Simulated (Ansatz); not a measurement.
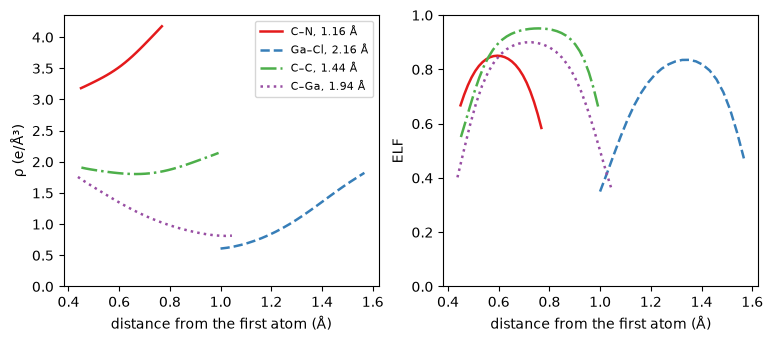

Figure 1: C₃H₅ClGaN. Electron density and electron localisation function along straight lines between neighbouring atoms. The curves leave out the atomic cores.

Geometry: PBE0-D3(BJ)/def2-SVP.

Method: Ansatz, isolated molecule in a Gaussian basis; Kohn-Sham density functional theory, functional PBE0.

| atom | x (Å) | y (Å) | z (Å) |
| --- | --- | --- | --- |
| C | -2.8381 | -0.3350 | 1.8058 |
| C | 0.2440 | -1.7294 | 0.7426 |
| C | 0.8473 | -0.8973 | 1.7554 |
| Cl | -2.6468 | -2.7355 | -0.8086 |
| Ga | -1.7313 | -1.4904 | 0.7025 |
| N | 1.2710 | -0.2061 | 2.5846 |
| H | -2.2228 | 0.2353 | 2.5160 |
| H | -3.3997 | 0.3622 | 1.1655 |
| H | -3.5689 | -0.9425 | 2.3611 |
| H | 0.4607 | -2.7937 | 0.9275 |
| H | 0.6426 | -1.4855 | -0.2552 |

> Compare the contacts.

C–N (1.16 Å): ρ is about 3.5 e/Å³ halfway; the ELF peaks at about 0.85 between the atoms; a short, multiple covalent bond.
Ga–Cl (2.16 Å): ρ is about 0.67 e/Å³ halfway; the ELF peaks at about 0.85 in the valence shell of Cl, 0.8 Å from its nucleus, and is about 0.55 at the midpoint.
C–C (1.44 Å): ρ at the midpoint is about 1.8 e/Å³; the ELF peaks at about 0.95 between the atoms (localised, covalent bonding).
C–Ga (1.94 Å): the density is about 0.82 e/Å³ at the midpoint; the ELF peaks at about 0.90 in the valence shell of C, 0.7 Å from its nucleus, and is about 0.60 at the midpoint.
